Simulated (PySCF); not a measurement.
C₄H₁₆BNSi

The calculation's input:

```
{"job": {"kind": "nmr", "xc": "PBE0", "basis": "pcSseg-1"}, "charge": 0, "multiplicity": 1}
B      2.110837    -0.451157    -0.202510
N      0.738776     0.006256     0.602374
C      0.903660     1.391086     1.033450
C     -0.563646    -0.255774    -0.057293
C     -1.683284    -0.180390     0.989640
C     -0.562546    -1.678805    -0.612870
Si    -0.939997     0.972968    -1.495632
H      3.015636    -0.016262     0.444201
H      2.060941     0.033509    -1.290811
H      2.141483    -1.642009    -0.220910
H      0.775609    -0.588938     1.428306
H      0.035535     1.771295     1.574344
H      1.086928     2.013228     0.159411
H      1.776187     1.460497     1.679607
H     -1.802465     0.816105     1.409104
H     -1.497449    -0.878395     1.808741
H     -2.632066    -0.450744     0.532374
H     -1.544688    -1.922375    -1.012357
H     -0.323046    -2.400763     0.168222
H      0.170707    -1.784195    -1.404407
H     -1.325625     2.266259    -0.916010
H     -2.113811     0.426139    -2.183172
H      0.167569     1.119449    -2.423722
```

Launched as:

```sh
OMP_NUM_THREADS=1 python probes_run.py task.json out
```

Geometry: GFN2-xTB.

Method: PBE0/pcSseg-1, SCF density, gas phase, non-relativistic in PySCF 2.14.0.

> What can the converged electron density and electron localisation function tell about the bonding?

C–N (1.46 Å): the density is about 1.9 e/Å³ at the midpoint; the ELF peaks at about 0.95 between the atoms; a shared electron pair.
C–C (1.53 Å): ρ at the midpoint is about 1.6 e/Å³; the ELF peaks at about 0.95 between the atoms, as expected for a covalent bond.
C–H (1.09 Å): the density is about 2 e/Å³ at the midpoint; the ELF climbs to about 1 towards the hydrogen, as it does in any bond to H: an ordinary covalent bond to hydrogen.

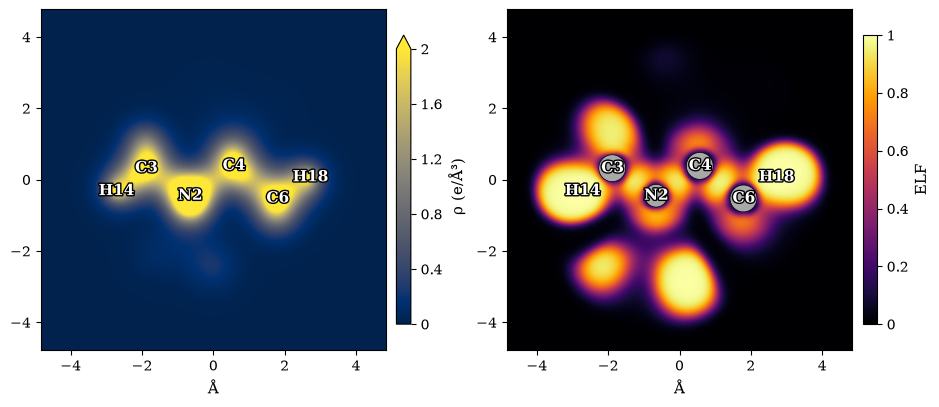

Computed electron density and electron localisation function on the plane of atoms N2, C4 and C6, in this order. Grey discs cover the atomic cores in the ELF map. 
